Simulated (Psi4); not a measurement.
**SiN2H4 (Si(NH2)2) at BLYP/aug-cc-pVDZ**

Aim: the vertical electron affinity of SiN2H4 (Si(NH2)2) at BLYP/aug-cc-pVDZ, from 2 runs. 

Program for the calculation: Psi4 1.11.

4 further runs of the same task are left out: 4 set aside as unsound or not needed.

### Step 1. Starting point

SiN2H4 has 7 atoms, charge 0, and is taken as a singlet. As SMILES, `N[Si]N`. The coordinates come from a GFN2-xTB relaxation. This is one conformer, not always the lowest.

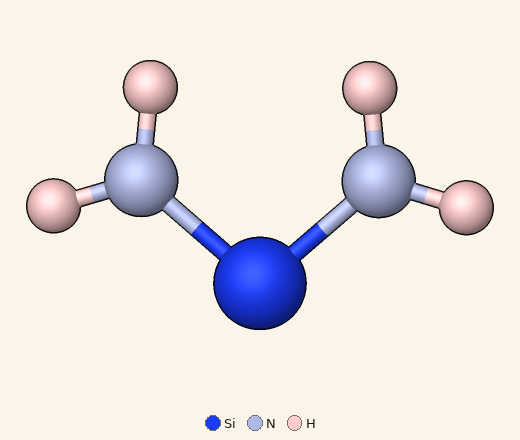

The structure, seen from a chosen angle (silicon blue, nitrogen light blue, hydrogen pink).

### Step 2. The energy at BLYP/aug-cc-pVDZ

File input.inp:

```
memory 1.6 GB

molecule molecule1 {
  0 1
  Si     0.01819806     1.66418731    -1.44012249
  N      2.46380602     0.03070805    -0.06799235
  H      4.28705158     0.39773066    -0.44639111
  H      2.26086834    -1.41432772     1.16694368
  N     -2.46127379     0.10176175    -0.04665734
  H     -4.27667699     0.55204569    -0.37265399
  H     -2.29197323    -1.33212464     1.20687359
  units bohr
  symmetry c1
}

set globals {
  puream true
  e_convergence 1e-09
  d_convergence 1e-08
  scf_type pk
  dft_radial_points 99
  dft_spherical_points 590
}

result, w = energy("blyp/aug-cc-pVDZ", return_wfn=True)
oeprop(w, "MAYER_INDICES", "MULLIKEN_CHARGES", "QUADRUPOLE", title="BLYP")
print_variables()
```

On the command line:

```
$ psi4 -i input.inp -o input.out -n 1
```

input.out:

```text
[...]
  Running in c1 symmetry.
[...]
  Nuclear repulsion =  103.309387090509304
[...]
  Multiplicity = 1
[...]
  Nalpha       = 16
  Nbeta        = 16
[...]
    Number of basis functions: 109
[...]
   @RKS iter   1:  -400.55011539563600    2.94512e-01   1.27781e-02 DIIS/ADIIS
[...]
   @RKS iter  12:  -401.41216689806578   -7.44649e-12   1.51871e-09 DIIS
[...]
    Orbital Energies [Eh]
    ---------------------
    Doubly Occupied:
       1A    -65.489761     2A    -14.010201     3A    -14.010143
       4A     -5.052070     5A     -3.474128     6A     -3.471903
       7A     -3.467650     8A     -0.782957     9A     -0.756184
      10A     -0.469268    11A     -0.454660    12A     -0.431816
      13A     -0.360486    14A     -0.263371    15A     -0.215260
      16A     -0.194837
[...]
  @RKS Final Energy:  -401.41216689806578
   => Energetics <=
    Nuclear Repulsion Energy =            103.3093870905093041
    One-Electron Energy =                -757.7230792197755136
    Two-Electron Energy =                 289.2055873611830066
    DFT Exchange-Correlation Energy =     -36.2040621299825531
    Empirical Dispersion Energy =           0.0000000000000000
    VV10 Nonlocal Energy =                  0.0000000000000000
    Total Energy =                       -401.4121668980657773
[...]
 Multipole Moments:
 ------------------------------------------------------------------------------------
     Multipole            Electronic (a.u.)      Nuclear  (a.u.)        Total (a.u.)
 ------------------------------------------------------------------------------------
 L = 1.  Multiply by 2.5417464519 to convert [e a0] to [Debye]
 Dipole X            :          0.0203540           -0.0274675           -0.0071135
 Dipole Y            :          1.7959014           -2.4197960           -0.6238946
 Dipole Z            :         -1.5542626            2.0940035            0.5397409
 Magnitude           :                                                    0.8249941
 L = 2.  Multiply by 1.3450342976 to convert [e a0^2] to [Debye ang]
 Quadrupole XX       :       -147.5089210          131.9335848          -15.5753362
 Quadrupole XY       :          1.6416882           -1.7742789           -0.1325907
[...]
  Mulliken Charges: (a.u.)
   Center  Symbol    Alpha    Beta     Spin     Total
       1    SI     6.73055  6.73055  0.00000  0.53889
       2     N     3.48261  3.48261  0.00000  0.03478
       3     H     0.58241  0.58241  0.00000 -0.16482
       4     H     0.56969  0.56969  0.00000 -0.13937
       5     N     3.48290  3.48290  0.00000  0.03421
       6     H     0.58218  0.58218  0.00000 -0.16436
       7     H     0.56966  0.56966  0.00000 -0.13932
   Total alpha = 16.00000, Total beta = 16.00000, Total charge =  0.00000
  Mayer Bond Indices:
[...]
```

It took 19 s on 1 thread of Intel Xeon 6975P-C (Granite Rapids), shared host; peak memory 0.64 GiB.

### Step 3. The doublet anion

File h4n2si.py:

```python
import psi4

psi4.set_memory(1600000000)
psi4.set_num_threads(1)
psi4.set_output_file('output.dat', False)

geom = psi4.geometry("""
-1 2
Si     0.009630     0.880650    -0.762080
N      1.303790     0.016250    -0.035980
H      2.268610     0.210470    -0.236220
H      1.196400    -0.748430     0.617520
N     -1.302450     0.053850    -0.024690
H     -2.263120     0.292130    -0.197200
H     -1.212860    -0.704930     0.638650
symmetry c1
""")

psi4.set_options({
    'reference': 'uks',
    'puream': True,
    'e_convergence': 1e-09,
    'd_convergence': 1e-08,
    'scf_type': 'pk',
    'dft_radial_points': 99,
    'dft_spherical_points': 590,
    'maxiter': 200,
})

energy_value, wavefunction = psi4.energy('blyp/aug-cc-pVDZ', return_wfn=True)
psi4.oeprop(wavefunction, 'MAYER_INDICES', 'QUADRUPOLE', 'MULLIKEN_CHARGES')
print(f'total energy {energy_value:.8f} hartree = {energy_value * 27.211386:.5f} eV')
for k, v in sorted(psi4.core.scalar_variables().items()):
    print(f'{k:45s} {v:18.10f}')
```

On the command line:

```
$ python h4n2si.py
```

output.dat (excerpt; [...] marks lines left out):

```text
[...]
  Running in c1 symmetry.
[...]
  Nuclear repulsion =  103.309387026185647
[...]
  Multiplicity = 2
[...]
  Nalpha       = 17
  Nbeta        = 16
[...]
    Number of basis functions: 109
[...]
   @UKS iter   1:  -400.30461047522283    5.40017e-01   1.35482e-02 ADIIS/DIIS
[...]
   @UKS iter  18:  -401.39395861505574   -1.04592e-11   8.93818e-09 DIIS
[...]
   @S^2 Observed:                7.501262747E-01
[...]
  @UKS Final Energy:  -401.39395861505574
   => Energetics <=
    Nuclear Repulsion Energy =            103.3093870261856466
    One-Electron Energy =                -761.9274176483761494
    Two-Electron Energy =                 293.5088650732386668
    DFT Exchange-Correlation Energy =     -36.2847930661038589
    Empirical Dispersion Energy =           0.0000000000000000
    VV10 Nonlocal Energy =                  0.0000000000000000
    Total Energy =                       -401.3939586150557375
[...]
 Multipole Moments:
 ------------------------------------------------------------------------------------
     Multipole            Electronic (a.u.)      Nuclear  (a.u.)        Total (a.u.)
 ------------------------------------------------------------------------------------
 L = 1.  Multiply by 2.5417464519 to convert [e a0] to [Debye]
 Dipole X            :          0.0427695           -0.0274675            0.0153020
 Dipole Y            :          3.6092254           -2.4197960            1.1894294
 Dipole Z            :         -3.1229996            2.0940035           -1.0289961
 Magnitude           :                                                    1.5728348
 L = 2.  Multiply by 1.3450342976 to convert [e a0^2] to [Debye ang]
 Quadrupole XX       :       -184.7066826          131.9335850          -52.7730976
 Quadrupole XY       :          2.0299633           -1.7742789            0.2556844
[...]
  Mulliken Charges: (a.u.)
   Center  Symbol    Alpha    Beta     Spin     Total
       1    SI     5.68084  6.74902 -1.06817  1.57014
       2     N     3.13321  3.48114 -0.34793  0.38565
       3     H     1.28474  0.58239  0.70235 -0.86712
       4     H     1.24114  0.56197  0.67918 -0.80311
       5     N     3.13285  3.48144 -0.34859  0.38571
       6     H     1.28453  0.58213  0.70240 -0.86666
       7     H     1.24269  0.56191  0.68078 -0.80460
   Total alpha = 17.00000, Total beta = 16.00000, Total charge = -1.00000
  Mayer Bond Indices:
[...]
```

Standard output:

```text
total energy -401.39395862 hartree = -10922.48595 eV
CURRENT ENERGY                                   -401.3939586151
CURRENT REFERENCE ENERGY                         -401.3939586151
DD SOLVATION ENERGY                                 0.0000000000
DFT FUNCTIONAL TOTAL ENERGY                      -401.3939586151
DFT TOTAL ENERGY                                 -401.3939586151
DFT VV10 ENERGY                                     0.0000000000
DFT XC ENERGY                                     -36.2847930661
GRID ELECTRONS ALPHA                               17.0001091544
GRID ELECTRONS BETA                                16.0000002131
GRID ELECTRONS TOTAL                               33.0001093675
NUCLEAR REPULSION ENERGY                          103.3093870262
ONE-ELECTRON ENERGY                              -761.9274176484
PCM POLARIZATION ENERGY                             0.0000000000
PE ENERGY                                           0.0000000000
SCF ITERATION ENERGY                             -401.3939586151
SCF ITERATIONS                                     18.0000000000
SCF TOTAL ENERGY                                 -401.3939586151
TWO-ELECTRON ENERGY                               293.5088650732
XC GRID RADIAL POINTS                              99.0000000000
XC GRID SPHERICAL POINTS                          590.0000000000
XC GRID TOTAL POINTS                           393092.0000000000
```

Run time: 35 s. Hardware: 1 thread of Intel Xeon 6975P-C (Granite Rapids), shared host; peak memory 0.64 GiB.

### Step 4. Results

Level: BLYP/aug-cc-pVDZ.

| quantity | value |
| --- | --- |
| singlet SiN2H4: total energy | -401.41217 Eh |
| singlet SiN2H4: dipole moment | 2.10 D |
| singlet SiN2H4: HOMO energy | -5.30 eV |
| singlet SiN2H4: LUMO energy | -1.16 eV |
| singlet SiN2H4: HOMO–LUMO gap | 4.14 eV |
| doublet anion: total energy | -401.39396 Eh |
| doublet anion: HOMO energy (highest over α and β) | 1.78 eV |
| doublet anion: LUMO energy (lowest over α and β) | 1.95 eV |
| doublet anion: ⟨S²⟩ | 0.750 |
| vertical electron affinity (to the doublet anion) | -0.495 eV |

In words: The anion lies 0.50 eV (11.4 kcal/mol) above the neutral: the electron isn't bound at this level, and such a value depends on the basis. Mulliken charges (singlet SiN2H4) run from -0.16 on H3 to +0.54 on Si1; in a basis this large or diffuse they mean little. The HOMO (doublet anion) lies at positive energy, 1.78 eV, as semi-local functionals often give for anions; only total energies tell whether the electron is bound.
